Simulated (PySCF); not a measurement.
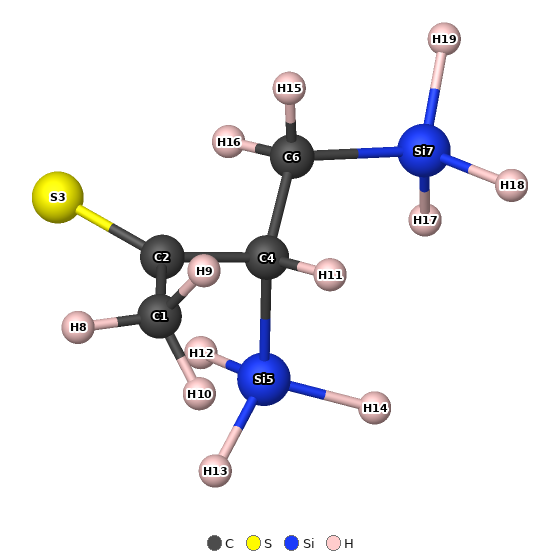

The molecule: C₄H₁₂SSi₂, SMILES CC(=S)[C@@H]([SiH3])C[SiH3].

Kohn-Sham orbital energies near the frontier, PBE0/def2-SVPD (IEF-PCM tetrahydrofuran), PySCF 2.14.0, at a PBE0-D3(BJ)/def2-SVP geometry (no frequency check); empty levels in grey, levels within 0.03 eV side by side.

Where do the frontier orbitals lie?

Answer. HOMO at −6.51 eV, LUMO at −2.05 eV, 4.47 eV apart.

List the levels with the atoms that carry most of them (a dash for levels above zero or within 0.03 eV of another, where shares mean little).

Answer.
```csv
orbital,energy (eV),Löwdin shares
LUMO+1,0.26,–
LUMO,−2.05,"C2 37 %, S3 37 %, C4 6 %"
HOMO,−6.51,"S3 74 %, C2 11 %, C1 5 %"
HOMO−1,−7.88,"S3 45 %, C2 20 %, C4 12 %"
HOMO−2,−8.65,"C6 28 %, Si7 18 %, C4 10 %"
```

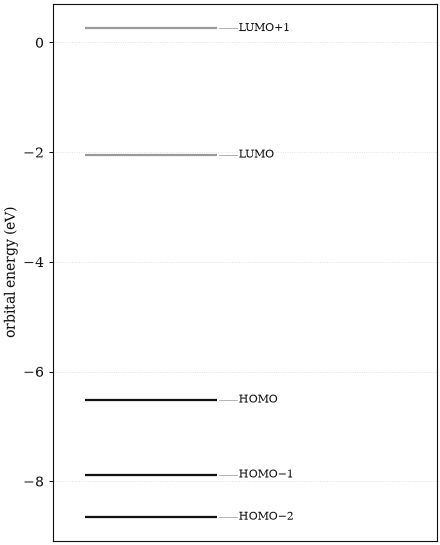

Caveats: one conformer of a flexible molecule; empty levels above zero depend strongly on the basis.
